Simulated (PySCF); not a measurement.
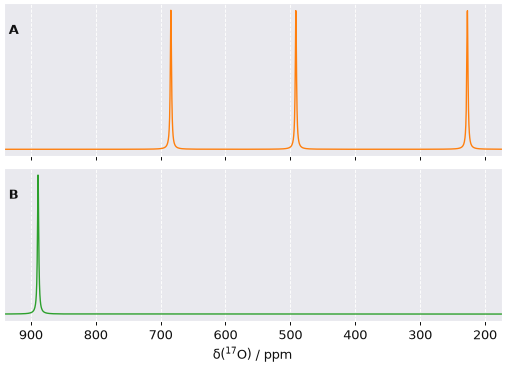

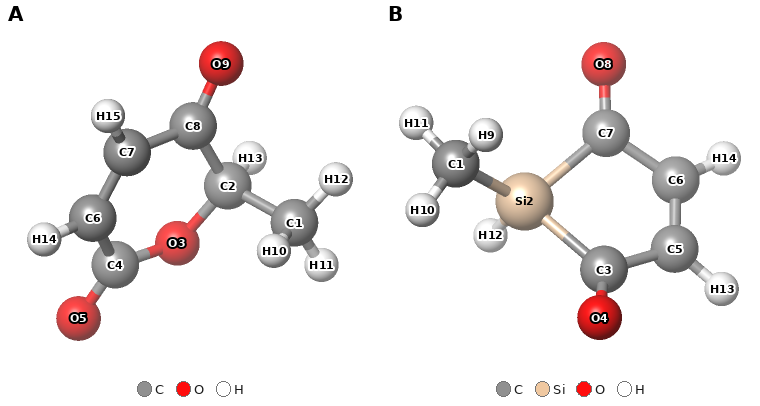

Related molecules: A is C₆H₆O₃, SMILES C[C@H]1OC(=O)C=CC1=O; B is C₅H₆O₂Si, SMILES C[SiH]1C(=O)C=CC1=O. GIAO ¹⁷O shifts against H₂O (¹⁷O: a single water molecule, while the usual scale starts at liquid water and gives values some tens of ppm lower), PBE0/pcSseg-1 in PySCF, at a GFN2-xTB geometry (no frequency check); fully decoupled, line heights follow the number of nuclei within a panel, widths are arbitrary (no quadrupolar broadening); values of one conformer, averaged over methyl-type rotors and exact or near symmetry.

**Assign the ¹⁷O signals of each molecule.**

A: 684.1 (O9); 491.5 (O5); 227.1 (O3)
B: 888.9 (O4, O8)

Limits of at least one run: the tight-binding geometry is rougher than a DFT one and adds to the error.
